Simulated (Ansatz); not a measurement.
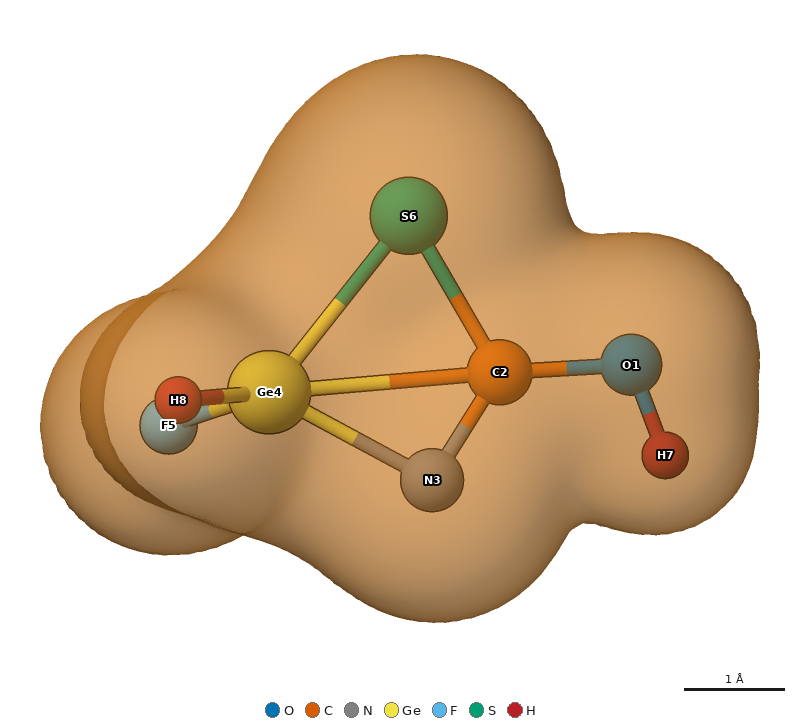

*CH2FGeNOS. Isosurface of the total electron density at 0.05 e/Å³ (orange), seen across its widest extent.*

The calculation used RKS B3LYP-D4/def2-SVP in Ansatz.

```yaml
atoms:
  - { symbol: O, position_ang: [2.1231, 0.1656, 0.8096] }
  - { symbol: C, position_ang: [0.8695, 0.0863, 0.3873] }
  - { symbol: N, position_ang: [0.4748, -0.5217, -0.6757] }
  - { symbol: Ge, position_ang: [-1.3186, -0.1257, -0.3888] }
  - { symbol: F, position_ang: [-1.9812, 0.9763, -1.5591] }
  - { symbol: S, position_ang: [-0.3868, 0.9054, 1.4167] }
  - { symbol: H, position_ang: [2.6717, -0.3112, 0.1607] }
  - { symbol: H, position_ang: [-2.3604, -1.2322, -0.2064] }
```

> What does this surface tell about the bonding?

At this value the surface is in one piece. It bridges the sampled C–N (1.29 Å), C–O (1.33 Å), Ge–F (1.74 Å) and C–S (1.82 Å) contacts, where the density stays above the isovalue. On the grid the lowest density along these lines, outside the cores, is 2.6 e/Å³ (C–N, 1.29 Å), 2.1 e/Å³ (C–O, 1.33 Å), 0.9 e/Å³ (Ge–F, 1.74 Å) and 1.2 e/Å³ (C–S, 1.82 Å).
